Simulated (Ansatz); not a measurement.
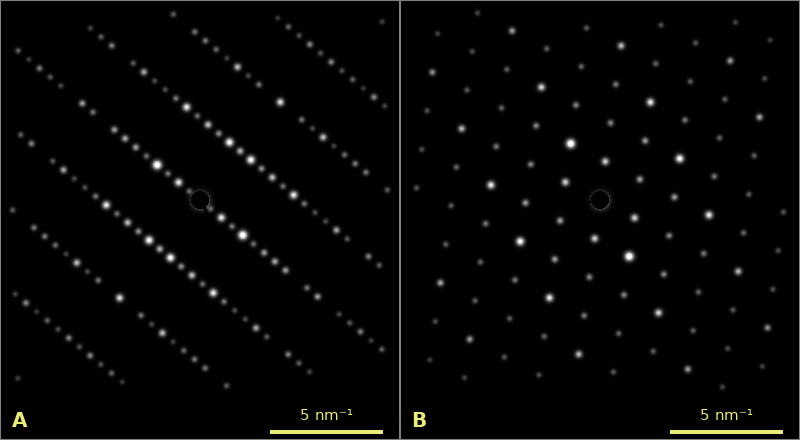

Kinematic electron diffraction patterns (200 kV, B = 0.5 Å², same scale, each along a low-index zone) of two structures of composition Rb2Y, each relaxed at zero pressure with DFT PBE, scalar-relativistic, plane waves, PAW (Ansatz).

The structures (standard cells):
1. Fm-3m (No. 225), a = 9.892 Å, 12 atoms; generated start, possibly hypothetical
2. P4/nmm (No. 129), a = 4.963 Å, c = 16.055 Å, 6 atoms; generated start, possibly hypothetical

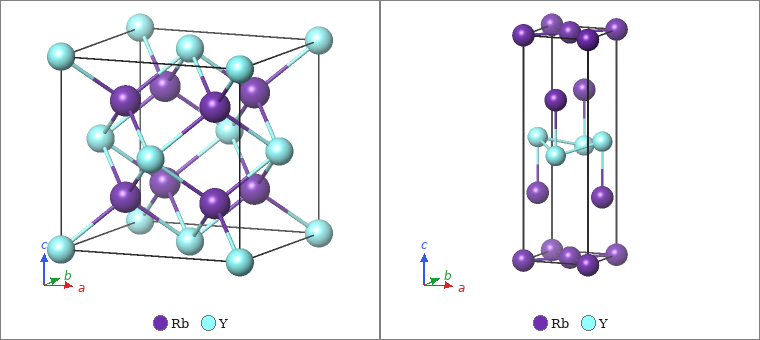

Drawings of the structures 1 to 2, from left to right (each may span several cells).

Which pattern belongs to which structure, and along which zone?

A is structure 2 along [110] or an equivalent direction: rectangular net of 0 0 1 at d = 16.05 Å and 1 -1 0 at d = 3.51 Å, 90.0° apart (some points of this net are extinct or too weak to see). B is structure 1 along [110] or an equivalent direction: centred rectangular net of -1 1 -1 at d = 5.71 Å and -1 1 1 at d = 5.71 Å, 70.5° apart.

Which structure lies lowest at this level of theory, and by how much?

Structure 2 (P4/nmm, 65.92 Å³ an atom) is the lowest of these; structure 1 (Fm-3m, 80.66 Å³ an atom) lies about 410 meV an atom higher. These are static energies at 0 K; other structures, not shown, may lie lower still.
